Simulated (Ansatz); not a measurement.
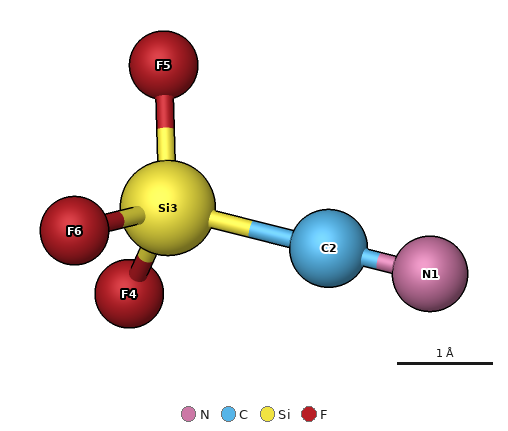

Fig. 1: The structure (ball-and-stick view, seen at a tilt; atoms are numbered from 1 in the order of the input).

**Two runs on CF₃NSi**

System: CF₃NSi, SMILES N#C[Si](F)(F)F.
Method of run 1: RKS SPW92 (LDA)/def2-TZVPP (Ansatz 0.2.0).

The geometry comes from this level: PBE0-D4/def2-TZVP. Text and figures count atoms from 1; the logs count them from 0 in places.

## Input, run 1
```yaml
crystal:
  periodic: [false, false, false]
  atoms:
    - {symbol: N, position_ang: [2.147004, -0.714242, 0.902940]}
    - {symbol: C, position_ang: [1.134189, -0.381283, 0.471960]}
    - {symbol: Si, position_ang: [-0.470318, 0.146237, -0.210794]}
    - {symbol: F, position_ang: [-1.311448, -1.116582, -0.581208]}
    - {symbol: F, position_ang: [-0.225961, 1.010417, -1.488633]}
    - {symbol: F, position_ang: [-1.231465, 0.991354, 0.859635]}
basis:
  gaussian: {orbitals: def2-TZVPP}
hamiltonian: {xc: lda}
output: {orbitals: {seedname: orbitals}}
```

Command:
```bash
ansatz run in.yaml --threads 4 --pin off --events-out ev --progress --plain --max-ram 10444MiB
```

Hardware: 4 threads of Arm Neoverse V2, 23 GiB of memory available, shared host.

## Output (run 1)
```
Functional definition: SPW92
  exchange = slater_x
  correlation = pw_c
1091 factors; their error is unknown
mean field evaluation 1: about -18453.2080 eV, gradient 6.9e1 eV
mean field evaluation 2: about -18428.4148 eV, gradient 1.3e2 eV
mean field evaluation 4: about -18460.7970 eV, gradient 9.5e0 eV
mean field evaluation 8: about -18460.9433 eV, gradient 2.3e-1 eV
mean field evaluation 16: about -18460.9233 eV, gradient 6.4e-5 eV
mean field -18460.92334747 eV, -678.4264197564 hartree, gradient 6.4e-5 eV, S^2 0.000000; 0 other end points of the search recorded, 0 dependent functions left out
reference -18460.92337573 eV, -678.4264207948 hartree; 27, 27 occupied and 170, 170 virtual orbitals, 1091 factors
Total energy: -18460.92337573 eV, -678.4264207948 hartree
```

For run 2 the input was changed thus:
```diff
-hamiltonian: {xc: lda}
+hamiltonian: {xc: hse06, dispersion: d4}
```

How does run 2 compare with run 1?

The total energies belong to different models, so their difference says nothing on which is more stable or more accurate. The HOMO goes from −9.54 to −10.58 eV. The LUMO goes from −2.70 to −1.76 eV.

## Output (run 2)
```
Functional definition: HSE06
  parameter a = 0.25
  parameter omega = 0.11/bohr
  exchange = pbe_x - a*pbe_x_sr(omega) + a*exact_x_sr(omega)
  correlation = pbe_c
1094 factors; their error is unknown
72 factors; integrals over basis functions are off by at most 7.2e-7 eV
mean field evaluation 1: about -18544.3423 eV, gradient 6.3e1 eV
mean field evaluation 2: about -18532.9255 eV, gradient 1.0e2 eV
mean field evaluation 4: about -18550.4544 eV, gradient 5.3e0 eV
mean field evaluation 8: about -18550.5550 eV, gradient 2.5e-1 eV
mean field evaluation 16: about -18550.5551 eV, gradient 1.1e-5 eV
mean field -18550.55510265 eV, -681.7203260047 hartree, gradient 1.1e-5 eV, S^2 0.000000; 0 other end points of the search recorded, 0 dependent functions left out
reference -18550.55513212 eV, -681.7203270875 hartree; 27, 27 occupied and 170, 170 virtual orbitals, 1094 factors
Total energy: -18550.66123834 eV, -681.7242264192 hartree
```

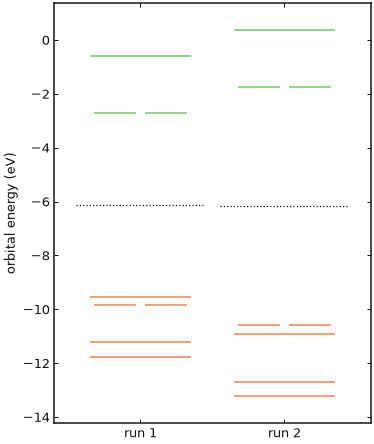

Fig. 2: The five highest filled and three lowest empty orbital energies of the two runs; the dotted lines part filled from empty levels. The HOMO–LUMO gap is 6.84 eV in run 1 and 8.82 eV in run 2.

## The two runs side by side

| quantity | run 1 | run 2 |
| --- | --- | --- |
| outcome | converged | converged |
| total energy (hartree) | −678.426421 | −681.724226 |
| HOMO (eV) | −9.54 | −10.58 |
| LUMO (eV) | −2.70 | −1.76 |
| basis functions | 197 | 197 |
| wall time (shared host) | 0.6 s | 1.6 s |
